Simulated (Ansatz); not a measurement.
# AlClFHS: ionisation energy by level of theory

Aim: the vertical ionisation energy of AlClFHS, as cation minus neutral at the neutral's geometry, on several levels, and how well −ε(HOMO) stands in for it.

Method: unrestricted cation, the program's frozen cores in correlated methods; program: Ansatz 0.2.0, Gaussian basis.

Plan: UKS PBE-D4/def2-TZVPP; UKS r2SCAN-D4/def2-TZVPP; UKS PBE0-D4/def2-TZVPP; UKS B3LYP-D4/def2-TZVPP; UKS wB97X-V/def2-TZVPP; UKS wB97M-V/def2-TZVPP; UKS B2PLYP/def2-TZVPP; UHF-CCSD(T)/def2-TZVPP; UHF-MP2/def2-QZVPP; extrapolation to the limit; then −ε(HOMO) from the neutral's earlier runs with LDA (SPW92), PBE-D4, revPBE-D4, BLYP-D4, r2SCAN-D4, B97M-V, PBE0-D4, B3LYP-D4, r2SCANh-D4, r2SCAN0-D4, HSE06-D4, BHLYP-D4, CAM-B3LYP-D4, LC-ωPBE, ωB97X-V, ωB97M-V.

## 1. The relaxed structure

All runs share one geometry, relaxed beforehand with PBE0-D4 in a triple-zeta def2 set.

SMILES `[F][Al]([SH])[Cl]`, 5 atoms, charge 0, spin multiplicity 1.

Atoms are counted from 1 here; the program's logs count them from 0.

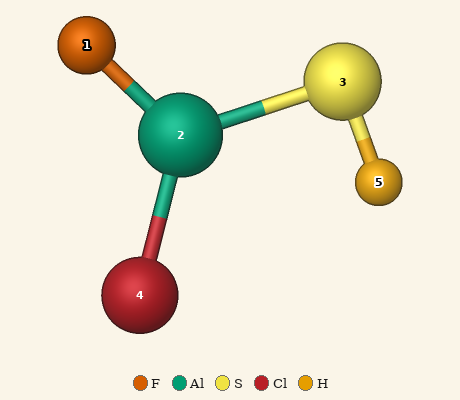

The structure; fluorine orange, aluminium teal, sulfur yellow, chlorine red, hydrogen amber; atoms are numbered from 1 in the order of the file.

## 2. Cation, UKS PBE-D4/def2-TZVPP

Input file in.yaml:

```yaml
crystal:
  periodic: [false, false, false]
  atoms:
    - {symbol: F, position_ang: [-1.074772, -1.532306, 1.119976]}
    - {symbol: Al, position_ang: [-0.434546, -0.368733, 0.162645]}
    - {symbol: S, position_ang: [1.608236, 0.228143, 0.503509]}
    - {symbol: Cl, position_ang: [-1.607462, 0.476178, -1.327980]}
    - {symbol: H, position_ang: [1.558343, 1.123119, -0.499550]}
basis:
  gaussian: {orbitals: def2-TZVPP}
total_charge: 1
magnetization: {spin_polarized: true, initial_magnetization: 1}
hamiltonian: {xc: pbe, dispersion: d4}
```

Further steps of the session: Cation, UKS r2SCAN-D4/def2-TZVPP; Cation, UKS PBE0-D4/def2-TZVPP; Cation, UKS B3LYP-D4/def2-TZVPP; Cation, UKS wB97X-V/def2-TZVPP; Cation, UKS wB97M-V/def2-TZVPP; Cation, UKS B2PLYP (frozen core)/def2-TZVPP; Cation, UHF-CCSD(T)/def2-TZVPP; Cation, UHF-MP2/def2-QZVPP.

Q: Predict the results of all the runs planned. Wanted: ionisation energy, CCSD(T)/CBS; nearest functional by difference; nearest −ε(HOMO); −ε(HOMO) of PBE; T1 of the cation.

As calculated:

| quantity | value |
| --- | --- |
| ionisation energy, CCSD(T)/CBS | 10.86 eV |
| nearest functional by difference | ωB97X-V (-0.10 eV) |
| nearest −ε(HOMO) | ωB97X-V (-0.19 eV) |
| −ε(HOMO) of PBE | 7.07 eV |
| T1 of the cation | 0.014 |

Energy differences with functionals land within 0.42 eV of the reference. The PBE orbital energy is 3.8 eV too small: a semilocal HOMO is no ionisation energy. Among orbital estimates ωB97X-V comes nearest. Hartree-Fock falls 1.22 eV short, as the neutral has more correlation energy than the cation.
